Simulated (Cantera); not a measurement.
Feed: 1 mol Si(CH3)4, 0.02 mol HCl, 7.7 mol H2, equilibrated at 428 Torr.

Method: chemical equilibrium by Gibbs-energy minimisation in Cantera with the NASA 1993 tables (ideal gas, pure condensed phases). Candidate condensed phases: C, C6H6, C7H8, C8H18, Si, SiC; 109 gas species. Gases not in the tables: Si2H6 and higher silanes. Rates play no part.

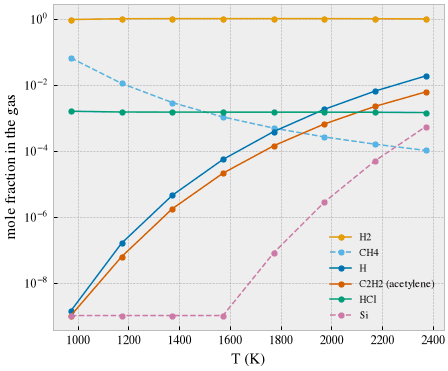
Equilibrium gas composition (values under 1e-9 drawn at 1e-9)

Read off the mole fractions at 2373 K.

H2 about 0.97, H about 0.018, C2H2 (acetylene) about 0.0060, HCl about 0.0014, Si about 0.00053, CH4 about 0.00010.
